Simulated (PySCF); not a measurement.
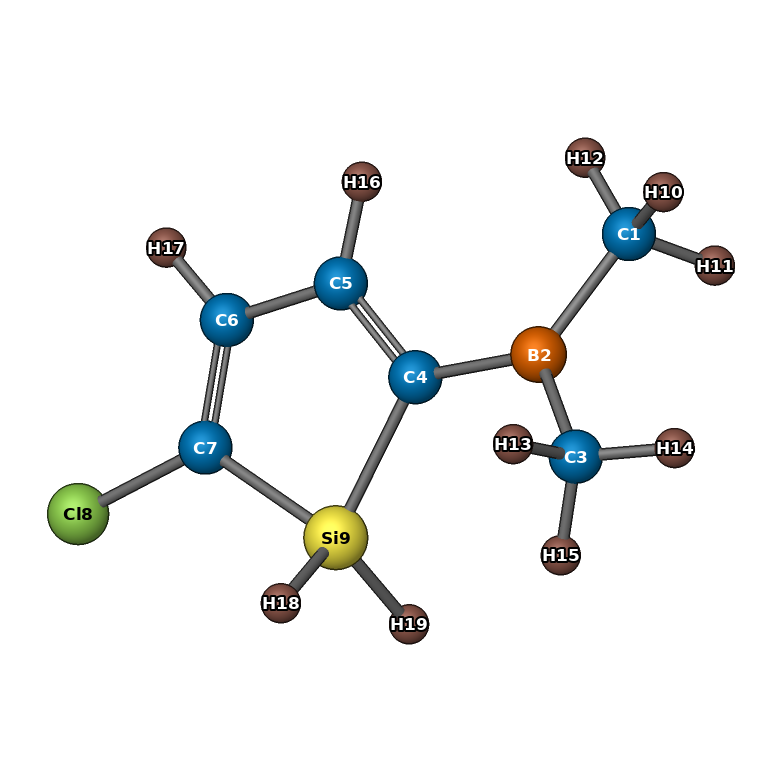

The questions are on isotropic NMR shieldings of the C atoms. Computed geometry: GFN2-xTB optimisation. No frequency run is at hand to confirm it as a minimum. Method: GIAO PBE0/pcSseg-1 NMR shielding, non-relativistic, gas phase (PySCF 2.14.0).

List the isotropic NMR shieldings of the C atoms.

```json
{"atom": "C1", "σ (ppm)": "174.1"}
{"atom": "C3", "σ (ppm)": "170.7"}
{"atom": "C4", "σ (ppm)": "33.0"}
{"atom": "C5", "σ (ppm)": "20.9"}
{"atom": "C6", "σ (ppm)": "35.2"}
{"atom": "C7", "σ (ppm)": "20.6"}
```

The geometry is semi-empirical. Around B, Si such bond lengths and angles can be off by a tenth of an ångström or more and by several degrees, and values that hang on the shape move with them.
